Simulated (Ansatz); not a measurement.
# Sn2PI: geometry relaxation

System: Sn2PI (4 atoms in the cell).
Method: DFT PBE, scalar-relativistic, plane waves, PAW, no spin polarisation (Ansatz 0.2.0).

The structure was made by a generator, so it may or may not be a known phase.

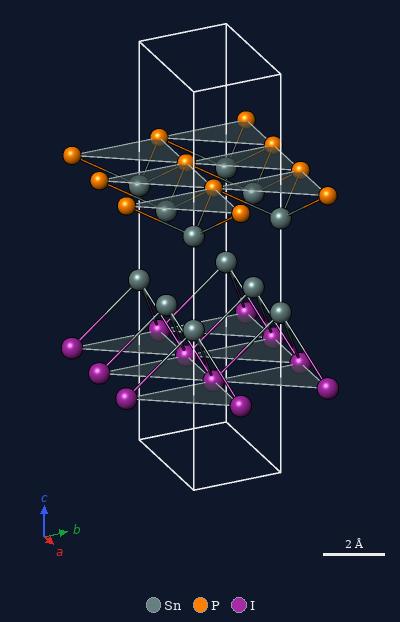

Figure 1. The structure as given in the input (polyhedral view of the 2 × 1 repeat of the cell, with the vacuum cut short, seen slightly off an axis; polyhedra are completed across the faces of the cell). An atom can appear more than once, as a periodic image.

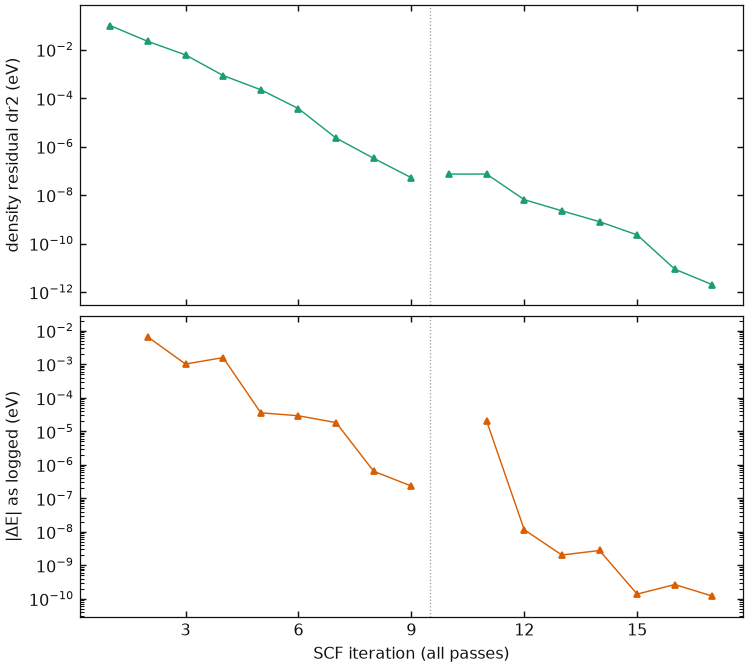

Figure 2. Convergence of the self-consistent field: density residual dr2 and size of the energy change against the SCF iteration. The dotted lines part the SCF passes of the relaxation: geometry steps, rejected trials and re-solves on a re-selected basis. The passes take 9 and 8 iterations.

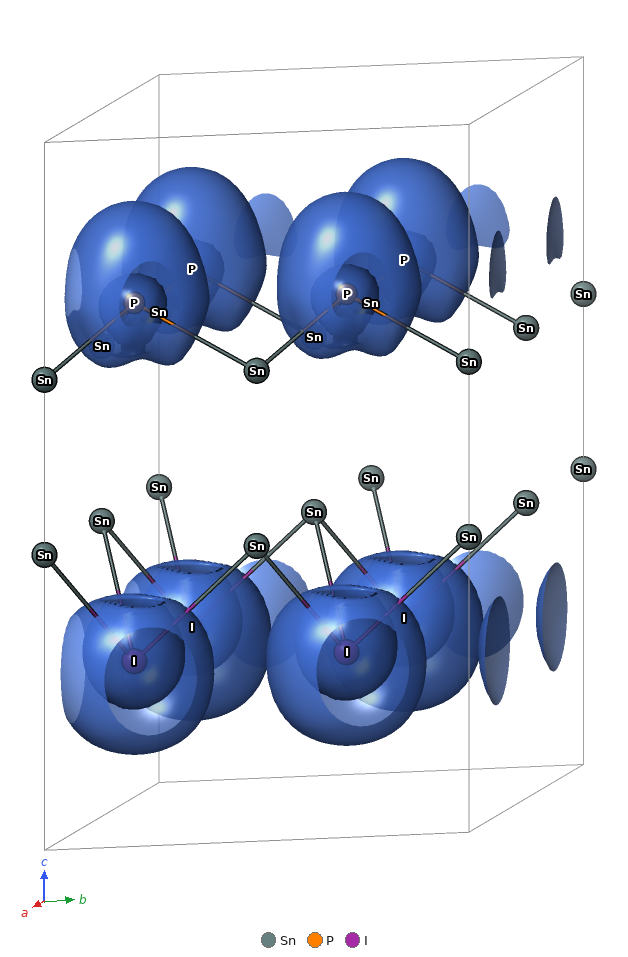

Figure 3. Isosurface of the ELF at 0.65 (blue), seen at an oblique angle. Only the valence region is drawn (cores and ρ < 0.01 e/Å³ removed). Sticks mark near contacts. Along the contacts the grid gives the following. Sn–P (2.56 Å): the ELF is about 0.65 at the midpoint. Sn–I (3.18 Å): the ELF peaks at about 0.70 in the valence shell of I, 1.2 Å from its nucleus, and drops to about 0.30 between the two atoms (a polar contact without a shared pair, in a metal). The fields are those of the smooth PAW valence density.

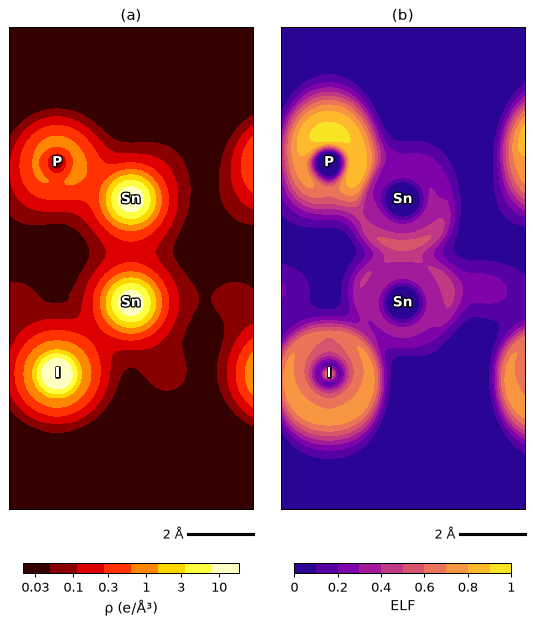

Figure 4. (a) valence electron density; (b) electron localisation function on the (110) plane of the calculation cell, a cut from vacuum to vacuum. The section cuts through Sn, P and I sites. Sn–P (2.56 Å): ρ is about 0.46 e/Å³ halfway; the ELF is about 0.65 at the midpoint. Sn–I (3.18 Å): ρ is about 0.21 e/Å³ halfway; the ELF peaks at about 0.70 in the valence shell of I, 1.2 Å from its nucleus, and drops to about 0.30 between the two atoms (a polar contact without a shared pair, in a metal). The density dies away to nearly zero in the vacuum.

The input and output of the run follow.

### The input
```yaml
crystal:
  lattice:
    - [3.9686910247, -3.056e-07, 0.0]
    - [-1.9843452477, 3.4369874, 0.0]
    - [0.0, 0.0, 36.9088187404]
  atoms:
    - { symbol: Sn, position: [0.0, 0.0, 0.2360226937] }
    - { symbol: Sn, position: [0.0, 0.0, 0.322932573] }
    - { symbol: P, position: [0.6666666667, 0.3333333333, 0.3539638817] }
    - { symbol: I, position: [0.6666666667, 0.3333333333, 0.1761612711] }
  periodic: [true, true, false]
basis:
  ecutwfc: 420
kpoints:
  mp_grid: { grid: [12, 12, 1] }
hamiltonian:
  xc: pbe
scf:
  occupations: { method: gaussian, width: 0.1 }
output:
  forces: true
  stress: true
  eigenvalues: true
  write_density: true
  write_potential: true
  elf: true
  volumetric_format: npy
relax:
  adjacent_minimum: "off"
  f_tol: 0.01
  max_steps: 80
  cell: { stress_2d_tol: 0.02 }
```

Launch command:
```bash
ansatz run input.yaml --threads 1 --pin off --max-ram 2560MiB --backend cpu --events-out ev --progress --plain --runs-dir out
```

### What the program printed
```
Engine: ansatz 0.2.0, aarch64-unknown-linux-gnu
Pseudopotentials: kind: paw
Pseudopotential: Sn, paw, valence charge 14, recommended cutoff 420 eV (normal), Sn.paw.azcp
Pseudopotential: P, paw, valence charge 5, recommended cutoff 420 eV (normal), P.paw.azcp
Pseudopotential: I, paw, valence charge 17, recommended cutoff 420 eV (normal), I.paw.azcp
Functional definition: PBE
  parameter kappa = 0.804
  parameter beta = 0.06672455060314922
  exchange = pbe_x(kappa = kappa, mu = beta*pi^2/3)
  correlation = pbe_c(beta = beta)
Crystal: 4 atoms, lattice volume = 503.449 Å³
Basis set: ecut = 420 eV, 9963 PW (Γ), exchange–correlation on 54×54×500 points (8 copies of the dense FFT grid, shifted against one another)
Bands: 30, of which v1, the nominal top of the filled ones, is band 25 counted from 1 (24 counted from 0)
Symmetry: 6 space group operations
Space group: P3m1 (ITA 156), of the structure as read, at distance tolerance 8.0e-5 Å
k-points: 19 of 144 (time reversal used)
Non-local potential: Sn, projectors of the file, l = 0: 2, l = 1: 2, l = 2: 2, l = 3: 2
Non-local potential: P, projectors of the file, l = 0: 2, l = 1: 2, l = 2: 2
Non-local potential: I, projectors of the file, l = 0: 2, l = 1: 2, l = 2: 2, l = 3: 2
PAW form: soft (Blöchl's): semilocal exchange-correlation on the pseudo side does not see the compensation charge
PAW one-centre angular grid: Sn, 590 points (default); XC on 64 Gauss nodes
PAW one-centre angular grid: P, 110 points (default); XC on 64 Gauss nodes
PAW one-centre angular grid: I, 590 points (default); XC on 64 Gauss nodes
Initial density: superposition of atomic densities (neutral atoms: chi_scale 0, normalization atom), corrected by the library's trained network
Initial wavefunctions: pseudopotential atomic-orbital guess
Functional: x = pbe(κ = 0.804, μ = 0.2195149727645171), c = pbe(β = 0.06672455060314922)
SCF iter   1: F=—  HF=-20316.445111 eV  |F-HF|=—  |Δ(HF+E_count)|=         —  Δρ=1.82e-3  dr2=9.73e-2  ethr=1.77e-3  ⟨swp⟩=14.8  Hψ=4065  notcnv=0
preconditioner: auto → LDOS  [metal: Δε(μ)=0.055 eV  Ē_g=7.457 eV  σ=0.100 eV  W_gap=0.29  n_scr=38 (ndim 8)  ℏωp=7.4 eV  f_vac=0.716  D(μ)=3.45/eV (n_scr^D=12)  β→1.0]
SCF iter   2: F=—  HF=-20316.438628 eV  |F-HF|=—  |Δ(HF+E_count)|=   6.48e-3  Δρ=8.18e-4  dr2=2.17e-2  ethr=1.95e-4  ⟨swp⟩=2.5  Hψ=982  notcnv=0  defer=7
SCF iter   3: F=—  HF=-20316.437617 eV  |F-HF|=—  |Δ(HF+E_count)|=   1.01e-3  Δρ=6.86e-4  dr2=6.02e-3  ethr=4.34e-5  ⟨swp⟩=2.4  Hψ=923  notcnv=0  defer=7
SCF iter   4: F=—  HF=-20316.436046 eV  |F-HF|=—  |Δ(HF+E_count)|=   1.57e-3  Δρ=1.77e-4  dr2=8.49e-4  ethr=1.20e-5  ⟨swp⟩=2.9  Hψ=977  notcnv=0  defer=7
SCF iter   5: F=—  HF=-20316.436011 eV  |F-HF|=—  |Δ(HF+E_count)|=   3.54e-5  Δρ=1.04e-4  dr2=2.20e-4  ethr=1.70e-6  ⟨swp⟩=2.4  Hψ=871  notcnv=0  defer=7
SCF iter   6: F=—  HF=-20316.435982 eV  |F-HF|=—  |Δ(HF+E_count)|=   2.89e-5  Δρ=2.75e-5  dr2=3.68e-5  ethr=4.40e-7  ⟨swp⟩=2.3  Hψ=947  notcnv=0  defer=7
SCF iter   7: F=—  HF=-20316.435964 eV  |F-HF|=—  |Δ(HF+E_count)|=   1.81e-5  Δρ=9.18e-6  dr2=2.24e-6  ethr=7.36e-8  ⟨swp⟩=2.1  Hψ=715  notcnv=0  defer=6
SCF iter   8: F=—  HF=-20316.435965 eV  |F-HF|=—  |Δ(HF+E_count)|=   6.38e-7  Δρ=3.59e-6  dr2=3.27e-7  ethr=4.47e-9  ⟨swp⟩=2.8  Hψ=992  notcnv=0  defer=6
SCF iter   9: F=-20316.435965 eV  HF=-20316.435965 eV  |F-HF|=7.69e-9  |Δ(HF+E_count)|=   2.31e-7  Δρ=1.67e-6  dr2=5.19e-8  ethr=2.00e-10  ⟨swp⟩=21.0  Hψ=5871  notcnv=0
SCF 1 converged in 9 iterations: F = -20316.435965 eV  dr2 = 5.19e-8
  greatest PAW one-centre occupation: 0.999 electrons in one spin orbital (limit 2), on the I atom at site 3 (counted from 0), in its partial waves of l = 2
relax step   1: F+E_penalty+E_count = -20316.43596486 eV  Δ(F+E_penalty+E_count) = +0.000e0 eV  max|allowed force component| = 1.152e-3 eV/Å  Δτ_max = 0.0000 Å  P = -0.004 N/m  Ω = 503.449 Å³  fix = [c, alpha, beta]  reactions: c -0.000 N/m  (9 SCF iters, dr2 threshold 1.00e-7 eV, accepted)
Initial density: handed on by an earlier stage of this run
Initial wavefunctions: pseudopotential atomic-orbital guess (no wavefunctions were taken with the density)
iter 1 solved again at ethr=1.76e-6 eV; its pass at ethr=3.10e-3 eV (dr2=8.82e-4 eV) is discarded
SCF iter   1: F=—  HF=-20316.435985 eV  |F-HF|=—  |Δ(HF+E_count)|=         —  Δρ=2.61e-6  dr2=7.33e-8  ethr=1.76e-6  ⟨swp⟩=4.9  Hψ=5638  notcnv=0
eigensolver tolerance schedule: the retry pair's looser diagonalisation over-reported the residual by 12037.05 of it (diagonalisation noise at an unbounded share of the residual, at the tolerance the schedule requests for it); recorded, not acted on — ethr = c·dr2/N_el stays at c = 1.0e-1
preconditioner: auto → LDOS  [metal: Δε(μ)=0.071 eV  Ē_g=7.483 eV  σ=0.100 eV  W_gap=0.38  n_scr=38 (ndim 8)  ℏωp=7.4 eV  f_vac=0.716  D(μ)=3.76/eV (n_scr^D=12)  β→1.0]
SCF iter   2: F=—  HF=-20316.435965 eV  |F-HF|=—  |Δ(HF+E_count)|=   2.02e-5  Δρ=3.41e-6  dr2=7.35e-8  ethr=1.47e-10  ⟨swp⟩=5.3  Hψ=2085  notcnv=0
SCF iter   3: F=—  HF=-20316.435965 eV  |F-HF|=—  |Δ(HF+E_count)|=   1.15e-8  Δρ=9.50e-7  dr2=6.44e-9  ethr=1.47e-10  ⟨swp⟩=3.0  Hψ=1321  notcnv=0
SCF iter   4: F=—  HF=-20316.435965 eV  |F-HF|=—  |Δ(HF+E_count)|=   2.02e-9  Δρ=3.73e-7  dr2=2.24e-9  ethr=1.29e-11  ⟨swp⟩=2.6  Hψ=1096  notcnv=0
SCF iter   5: F=—  HF=-20316.435965 eV  |F-HF|=—  |Δ(HF+E_count)|=   2.76e-9  Δρ=3.03e-7  dr2=7.96e-10  ethr=4.47e-12  ⟨swp⟩=2.6  Hψ=966  notcnv=0
SCF iter   6: F=—  HF=-20316.435965 eV  |F-HF|=—  |Δ(HF+E_count)|=  1.38e-10  Δρ=1.73e-7  dr2=2.27e-10  ethr=1.59e-12  ⟨swp⟩=2.0  Hψ=775  notcnv=0
SCF iter   7: F=—  HF=-20316.435965 eV  |F-HF|=—  |Δ(HF+E_count)|=  2.66e-10  Δρ=3.49e-8  dr2=8.76e-12  ethr=1.00e-12  ⟨swp⟩=2.5  Hψ=1026  notcnv=0
SCF iter   8: F=-20316.435965 eV  HF=-20316.435965 eV  |F-HF|=2.55e-11  |Δ(HF+E_count)|=  1.20e-10  Δρ=1.65e-8  dr2=2.00e-12  ethr=1.00e-12  ⟨swp⟩=13.6  Hψ=3699  notcnv=0
SCF 2 converged in 8 iterations: F = -20316.435965 eV  dr2 = 2.00e-12
relax step   2: F+E_penalty+E_count = -20316.43596490 eV  Δ(F+E_penalty+E_count) = -3.959e-8 eV  max|allowed force component| = 1.260e-3 eV/Å  Δτ_max = 0.0000 Å  P = -0.004 N/m  Ω = 503.449 Å³  fix = [c, alpha, beta]  reactions: c -0.000 N/m  stress off target by 3.91e-3 N/m on what of the cell is left free  SCF on the basis re-selected at this cell (its energy is not comparable with the rows above)  (8 SCF iters)
basis re-selected at this cell: Δ(F+E_penalty+E_count) = -3.959e-8 eV, ΔP = +0.000 N/m vs the last step (what re-selecting the basis moved, of the pressure what is left beyond the Pulay correction that the steps carried, after the strain that the cell walked since its last selection, with what the two solves' SCF thresholds leave and, on support functions, any second-order correction that the steps lacked; it is no measure of the basis error at this ecutwfc). This SCF's stress stands 3.91e-3 N/m from its target on what of the cell is left free (relax.cell.stress_2d_tol is 2.00e-2 N/m) and its largest allowed force component is 1.26e-3 eV/Å (relax.f_tol is 1.00e-2 eV/Å): within both
SCF converged after 8 iterations
Free energy (F): -20316.435965 eV
Harris-Foulkes:  -20316.435965 eV  (|F-HF|=2.55e-11)
Internal energy: -20316.417179 eV  (E = F + TS)
E sigma→0 (E₀):  -20316.426572 eV
Entropy (-TS):   -0.018786 eV (-4.697 meV/atom)
Fermi energy:    -4.976457 eV
--- Per-component energies (eV) ---
  E_band       = -1229.885693
  E_kinetic    = 627.396386
  E_local      = -109272.925670  (includes V_loc(G=0)·N_el)
  E_nonlocal   = -122.127243
  E_hartree    = 54523.081974
  E_xc         = -952.001179
  E_vxc        = -377.524054  (∫ρ·V_xc dr)
  E_paw        = -13656.008224  (= ΣΔE_a)
  E_vpaw       = -1130.868951  (= ΣTr[D̂ρ^β])
  E_aug_tail   = -0.000012  (compensation charges beyond the density's cutoff)
  E_ewald      = 48536.166789
  E_smearing   = -0.018786  (= −TS)
  E_closure    = -0.000000  (closes the sum)
  Σ components = -20316.435965   (vs F -20316.435965, Δ=0.00e0)
--- Forces (eV/Å), atoms counted from 1 ---
  atom   1  Sn     0.00000000     0.00000000     0.00063695
  atom   2  Sn     0.00000000    -0.00000000     0.00091070
  atom   3  P      0.00000000     0.00000000    -0.00028700
  atom   4  I      0.00000000     0.00000000    -0.00126033
  max |Σ_I F_I| component: 3.14e-7 eV/Å
--- 2D stress c σ (N/m, compression-positive) ---
       -0.003909      -0.000000      -0.000000
       -0.000000      -0.003909      -0.000000
        0.000000       0.000000       0.000000
  P = ½ c Tr σ = -0.0039 N/m
--- Band table (eV; the first three rows and the last of 19) ---
  k-point 0: bands = ["-50.1768", "-50.1599", "-50.1599", "-50.1128", "-50.1128", "-26.7317", "-26.7317", "-26.7231", "-26.7037", "-26.7037", "-26.2114", "-26.2114", "-26.1876", "-26.1605", "-26.1605", "-18.3051", "-16.6548", "-12.8372", "-10.0109", "-7.5774", "-6.0624", "-6.0624", "-5.7843", "-5.7843", "-4.7998", "-3.6737", "-1.8256 (-1.8256°)", "-1.8256 (-1.8256°)", "-1.6990", "-1.0658"]
  k-point 1: bands = ["-50.1768", "-50.1599", "-50.1599", "-50.1128", "-50.1127", "-26.7319", "-26.7299", "-26.7220", "-26.7047", "-26.7040", "-26.2133", "-26.2099", "-26.1857", "-26.1611", "-26.1598", "-18.2620", "-16.5811", "-12.7818", "-9.9998", "-7.5721", "-6.4678", "-6.3346", "-6.1398", "-5.9114", "-4.6763", "-3.2275", "-2.3008", "-1.8379 (-1.8379°)", "-1.5441", "-1.2084"]
  k-point 2: bands = ["-50.1766", "-50.1600", "-50.1599", "-50.1128", "-50.1124", "-26.7329", "-26.7249", "-26.7188", "-26.7075", "-26.7045", "-26.2182", "-26.2061", "-26.1810", "-26.1626", "-26.1577", "-18.1398", "-16.3636", "-12.6249", "-10.0306", "-7.6953", "-7.3448", "-6.9832", "-6.3394", "-6.2144", "-4.5971", "-3.4194", "-2.6327", "-1.9590", "-1.6999", "-0.7290"]
  k-point 18: bands = ["-50.1759", "-50.1602", "-50.1602", "-50.1119", "-50.1118", "-26.7206", "-26.7165", "-26.7136", "-26.7124", "-26.7066", "-26.2293", "-26.2023", "-26.1615", "-26.1567", "-26.1555", "-17.4422", "-14.5473", "-12.3615", "-11.4234", "-8.9362", "-8.7217", "-8.2756", "-8.1521", "-6.6628", "-5.6544", "-5.2954", "-4.0945", "-2.1553", "-2.0384", "-0.0935"]
  ° read free of the cell's end (the report's vacuum.weakly_bound_levels)
--- Relaxed structure (1 steps of the walk, 1 accepted, 1 SCFs on fresh bases) ---
  F+E_penalty+E_count = -20316.43596490 eV   max|allowed force component| = 1.260e-3 eV/Å   (the final SCF, on the basis selected at the relaxed cell)
  cell:  # Å, volume = 503.4489 Å³
    - [3.9686910247222307, -3.055957487717445e-7, 0.0]
    - [-1.9843452477074337, 3.436987399978622, 0.0]
    - [0.0, 0.0, 36.9088187404]
  atoms:
    - { symbol: Sn, position: [-3.700743415524895e-17, 0.0, 0.23602269369999998] }
    - { symbol: Sn, position: [-3.700743415524895e-17, 0.0, 0.322932573] }
    - { symbol: P, position: [0.6666666666666667, 0.33333333333333326, 0.3539638817] }
    - { symbol: I, position: [0.6666666666666667, 0.33333333333333326, 0.1761612711] }
```

### Trajectory as extended XYZ (Å, eV, eV/Å), 2 frames, from step=1 to step=2
```
4
Lattice="3.9687 0.0000 0.0000 -1.9843 3.4370 0.0000 0.0000 0.0000 36.9088" Properties=species:S:1:pos:R:3:forces:R:3 step=1 energy=-20316.43597
Sn    0.0000    0.0000    8.7113    0.0000   0.0000   0.0005
Sn    0.0000    0.0000   11.9191    0.0000   0.0000   0.0009
P     1.9843    1.1457   13.0644    0.0000   0.0000  -0.0003
I     1.9843    1.1457    6.5019    0.0000   0.0000  -0.0012
4
Lattice="3.9687 0.0000 0.0000 -1.9843 3.4370 0.0000 0.0000 0.0000 36.9088" Properties=species:S:1:pos:R:3:forces:R:3 step=2 energy=-20316.43597
Sn    0.0000    0.0000    8.7113    0.0000   0.0000   0.0006
Sn    0.0000    0.0000   11.9191    0.0000   0.0000   0.0009
P     1.9843    1.1457   13.0644    0.0000   0.0000  -0.0003
I     1.9843    1.1457    6.5019    0.0000   0.0000  -0.0013
```

### Summary

```csv
quantity,value
outcome,converged
electrons treated,50
free energy,−20316.4360 eV
Fermi energy,−4.976 eV
gap on the k-point mesh,none (metallic)
final volume,503.45 Å³
largest force (length of the vector) at the end,0.001 eV/Å
hardware,"1 thread of Arm Neoverse N1, 98 GiB of memory available, shared host"
wall time,2.3 min
peak memory,0.69 GiB
```
